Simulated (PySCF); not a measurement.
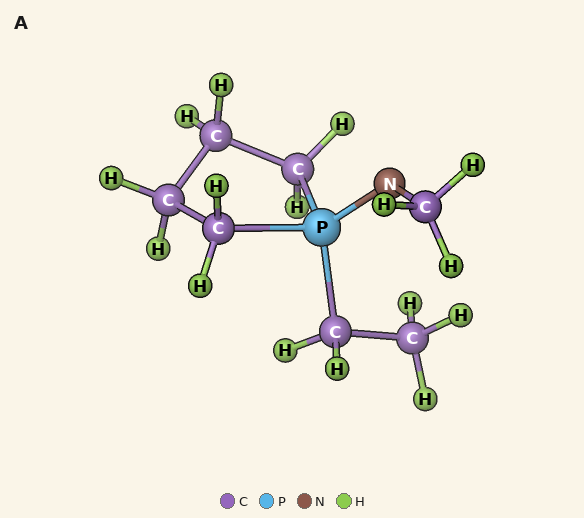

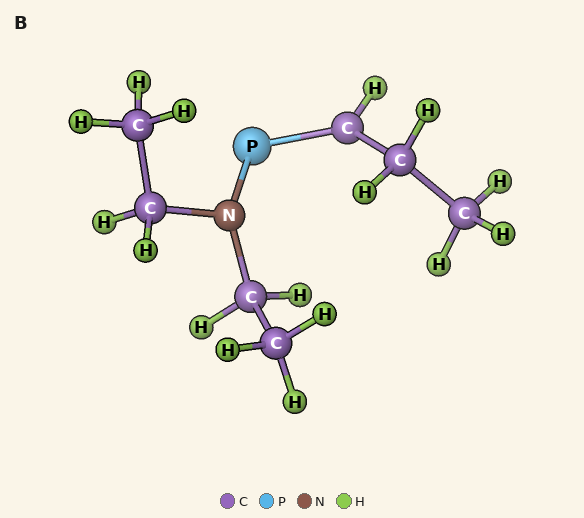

2 stationary structures of one formula. Geometries: GFN2-xTB. Electronic energies: PBE0/pcSseg-1 (PySCF 2.14.0), without zero-point energy. No frequency run is at hand to confirm each as a minimum. Each is one conformer, not always the lowest.

> Are they conformers, stereoisomers or constitutional isomers?

They are constitutional isomers of C7H16NP: A `CCP1(=NC)CCCC1`, B `CC/C=P\N(CC)CC`.

> Which structure is the most stable?

A is lowest; B lies 0.433 eV above it.

The geometry is semi-empirical. Around P such bond lengths and angles can be off by a tenth of an ångström or more and by several degrees, and values that hang on the shape move with them.
